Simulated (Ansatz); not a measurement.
**CH4GeO: rigid torsion scan from a Python script**

The task is a rigid torsion scan, for CH4GeO. SMILES: C[O][GeH].

All numbers are computed with the Python package of Ansatz 0.2.0. Level of theory: r2SCAN0/def2-SVP.

**1. The structure**

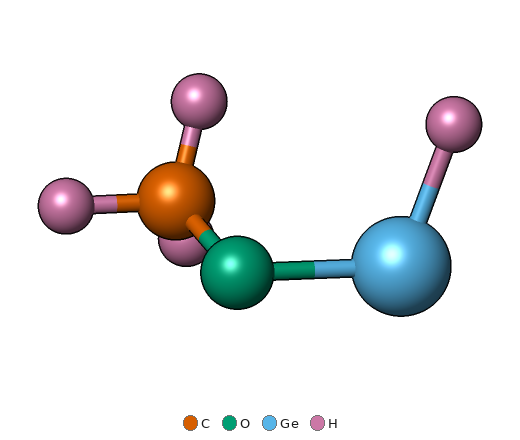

The starting structure, viewed from a chosen angle; carbon orange, oxygen teal, germanium blue, hydrogen pink.

The script holds or builds the structure itself.

**2. The script**

Contents of torsion_ch4geo.py:

```python
"""Energy of CH4GeO as one group turns about a bond."""

import ansatz as az
from ase import Atoms

BASIS = "def2-SVP"
FUNCTIONAL = "r2scan0"
FORCE_TOL = 0.02

atoms = Atoms(["C", "O", "Ge", "H", "H", "H", "H"], positions=[
    (-0.4457, 0.5993, -0.0168),
    (-0.7555, -0.7115, 0.2411),
    (0.5979, -1.661, -0.4191),
    (-0.3535, 0.8405, -1.1276),
    (0.4322, 0.9813, 0.4692),
    (-1.3385, 1.2649, 0.36),
    (1.9244, -1.3816, 0.4475),
])

# start the scan from a relaxed geometry
first = (
    az.Crystal.molecule_from_ase(atoms).calculation()
    .basis(gaussian=BASIS)
    .functional(FUNCTIONAL)
    .relax(force_tolerance=FORCE_TOL, max_steps=80)
)
atoms.positions = first.run(threads=1, backend="cpu").report["positions_ang"]

start = atoms.get_dihedral(3, 0, 1, 2)
energies = {}
for turn in range(0, 360, 30):
    turned = atoms.copy()
    turned.set_dihedral(3, 0, 1, 2, start + turn, indices=[1, 2, 6])
    calc = (
        az.Crystal.molecule_from_ase(turned).calculation()
        .basis(gaussian=BASIS)
        .functional(FUNCTIONAL)
    )
    energies[round((start + turn) % 360)] = calc.run(threads=1, backend="cpu").report["free_energy_ev"]
floor = min(energies.values())
print("dihedral H3-C0-O1-Ge2 (deg)   E - E(min) (kcal/mol)")
for angle, e in sorted(energies.items()):
    print(f"{angle:8d} {23.060548 * (e - floor):14.3f}  " + "#" * int(30 * (e - floor) / max(max(energies.values()) - floor, 1e-9)))
```

**3. What the engine is handed**

The engine receives this input (first run):

```yaml
crystal:
  periodic: [false, false, false]
  atoms:
    - { symbol: C, position_ang: [-0.4457, 0.5993, -0.0168] }
    - { symbol: O, position_ang: [-0.7555, -0.7115, 0.2411] }
    - { symbol: Ge, position_ang: [0.5979, -1.661, -0.4191] }
    - { symbol: H, position_ang: [-0.3535, 0.8405, -1.1276] }
    - { symbol: H, position_ang: [0.4322, 0.9813, 0.4692] }
    - { symbol: H, position_ang: [-1.3385, 1.2649, 0.36] }
    - { symbol: H, position_ang: [1.9244, -1.3816, 0.4475] }
basis:
  gaussian:
    orbitals: def2-SVP
hamiltonian:
  xc: r2scan0
relax:
  f_tol: 0.02
  max_steps: 80
```

**4. Launch**

Launch:

```console
> python torsion_ch4geo.py
```

Without the output at hand: what should come out? Wanted: range of energy; lowest point, turn.

As calculated:

| quantity | value |
| --- | --- |
| runs compared | 12 |
| range of energy | 0.060 eV |
| lowest point, turn (°) | 0 |

The lowest point lies at a turn of 0°, the highest 0.060 eV (5.8 kJ/mol) above it at 180°. The grid can miss the true lowest and highest points, and the rest of the molecule is held rigid. Run 0: The relaxation took 10 moves; the largest shift is 0.576 Å, of atom 2 (O). The scan is rigid and the energies are electronic, in a modest basis. With rigid groups the curve can differ much from the relaxed path, the start wasn't checked as a minimum of this torsion, and equivalent turns needn't return to the same energy.
